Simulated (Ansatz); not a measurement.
C$_{2}$H$_{5}$BN$_{2}$: several calculations on one system

Part 1: Relaxation

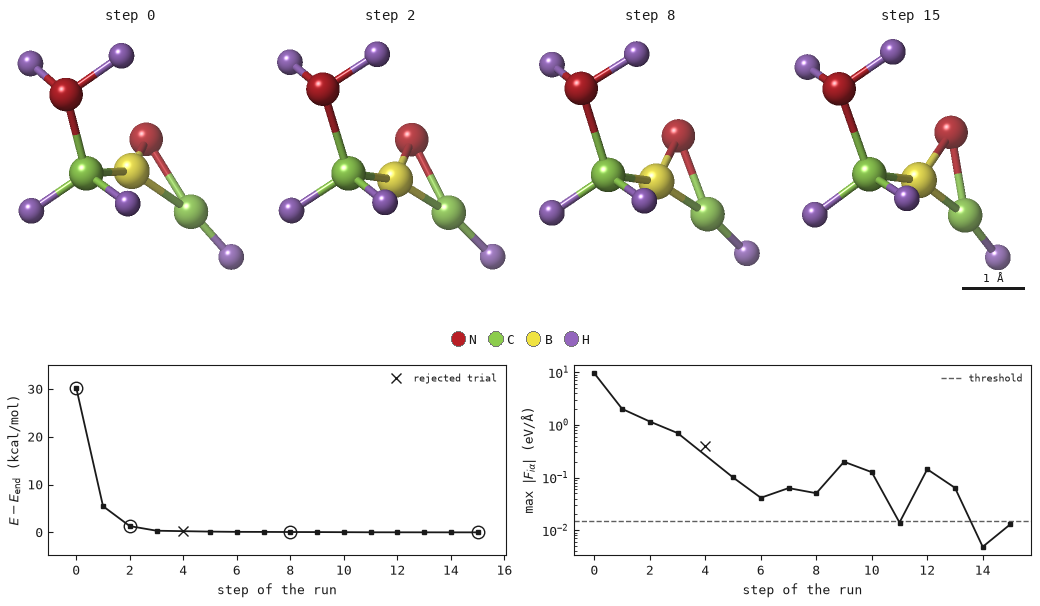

Frames of a relaxation of C2H5BN2, marked on the history of the run. Style: ball-and-stick. Shown from a free direction.

The run prepares an end point of a later path (inversion) calculation, from a guessed geometry.

Computed with RKS B3LYP-D4/STO-3G in Ansatz. Settings: no spin polarisation; force threshold 0.015 eV/Å; at most 40 steps.

Describe the path.

After 14 accepted moves (15 points after the start) the energy has fallen by 30.2 kcal/mol. Largest force component: 9.5 eV/Å at the start, 0.013 eV/Å at the end. The line search rejected the trial step at point 4 of the run. The forces were under the threshold at step 11, but the run went on from there. The largest move after the best rigid fit is that of an N atom, 0.51 Å. By element the largest moves are N 0.51 Å, H 0.49 Å, B 0.22 Å, C 0.11 Å. Near-neighbour distances that change, for instance: C–N 1.399 → 1.537 Å, B–C 1.540 → 1.444 Å, C–H 1.012 → 1.101 Å, C–N 1.430 → 1.374 Å. Among the angles between lasting bonds that change: N–C–H 152.1° → 131.7°, B–C–H 149.8° → 164.6°, C–B–C 148.7° → 159.7°. Groups turn about B–C by about 30°. From step 0 to 2: an H atom moves most (0.22 Å), energy −28.9 kcal/mol. From step 2 to 8: an N atom moves most (0.19 Å), energy −1.24 kcal/mol. From step 8 to 15: an N atom moves most (0.25 Å), energy −0.07 kcal/mol.

```csv
step,"E − E(0), kcal/mol","largest force component, eV/Å",note
0,0.00,9.5295,
1,-24.76,2.0171,
2,-28.93,1.1601,
3,-29.89,0.7016,
4,-29.86,0.3958,rejected
5,-30.08,0.1006,
6,-30.13,0.0414,
7,-30.14,0.0632,
8,-30.17,0.0505,
9,-30.18,0.1999,
10,-30.20,0.1268,
11,-30.22,0.0140,
12,-30.23,0.1442,
13,-30.23,0.0640,
14,-30.24,0.0049,
15,-30.24,0.0130,
```

Limits of the set-up: STO-3G is a minimal basis, so the numbers are rough.

Part 2: Relaxation

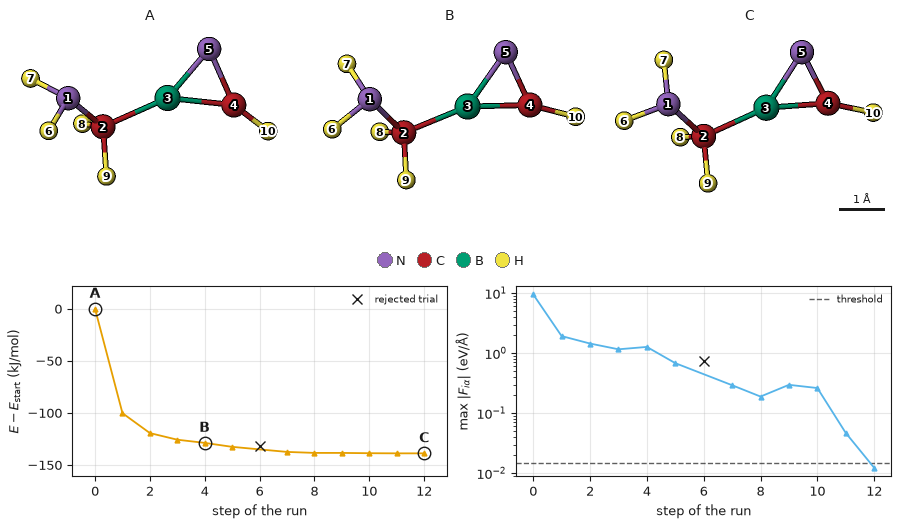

Frames of a relaxation of C2H5BN2, marked on the history of the run. A ball-and-stick model, seen at a tilt.

The run prepares an end point of a later path (inversion) calculation, from a guessed geometry.

The calculation used RKS B3LYP-D4/STO-3G in Ansatz 0.2.0. (no spin polarisation; force threshold 0.015 eV/Å; at most 40 steps)

> Describe the path.

After 11 accepted moves (12 points after the start) the energy has fallen by 138.7 kJ/mol. Largest force component: 9.5 eV/Å at the start, 0.012 eV/Å at the end. The line search rejected the trial step at point 6 of the run. The largest move after the best rigid fit is that of H7, 0.91 Å. By element the largest moves are H 0.91 Å, N 0.24 Å, C 0.23 Å, B 0.22 Å. Some distances before and after: N1–C2 1.399 → 1.531 Å, B3–C4 1.540 → 1.442 Å, C4–H10 1.012 → 1.101 Å, C4–N5 1.430 → 1.374 Å. Bond angles that change, for instance: N5–C4–H10 152.1° → 131.8°, B3–C4–H10 149.8° → 164.5°, C2–B3–C4 148.7° → 158.6°. Groups turn about N1–C2 by about 60°. The run took about 25 core-seconds on a shared host. From step 0 to 4: H7 moves most (0.50 Å), energy −128.7 kJ/mol. From step 4 to 12: H7 moves most (0.42 Å), energy −10.0 kJ/mol.

Limits of the set-up: STO-3G is a minimal basis, so the numbers are rough.

Part 3: Path

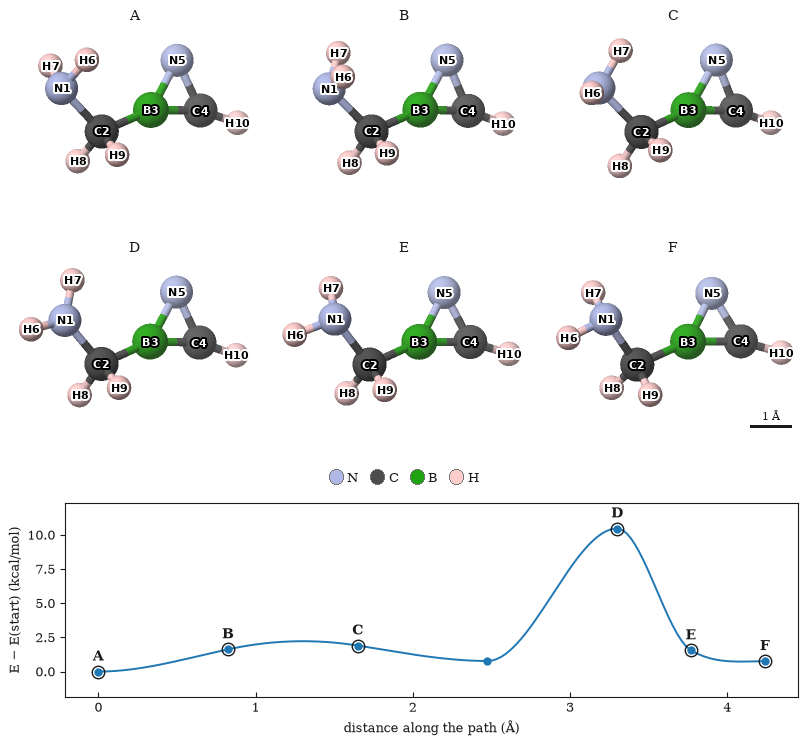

A nudged-elastic-band calculation for C2H5BN2. Images are numbered from 0 (start) to 6 (end). Frames A to F are images 0, 1, 2, 4, 5, 6. The picture is a ball-and-stick view, seen at a tilt.

Method: RKS B3LYP-D4/STO-3G in Ansatz. Set-up: 5 movable images; climbing image; force threshold 0.05 eV/Å; iteration limit 60; starting path through a guess of the saddle point.

**Read off the barrier and say what moves.**

The path has more than one stage, and so few images may leave a stage unresolved. No bond forms or breaks between the ends. Bond angles that change up to the highest image, for instance: H6–N1–H7 100.8° → 118.3°, C2–N1–H6 104.0° → 120.8°. The energy climbs by 10.5 kcal/mol to image 4 and then falls by 9.7 kcal/mol, so the end point sits at +0.8 kcal/mol. The profile has 2 maxima (images 2, 4) with a dip at image 3 (+0.8 kcal/mol), so the process runs in steps. The band converged in 19 iterations. The largest component of the band force went from 21 to 0.017 eV/Å. The climbing image converged on the top of the path. Its vibrational analysis gives one imaginary mode (736i cm⁻¹), as a transition state must have.

Limits of the set-up: STO-3G is a minimal basis, so the numbers are rough.

The run took of the order of 2.7 core-minutes on a shared host.
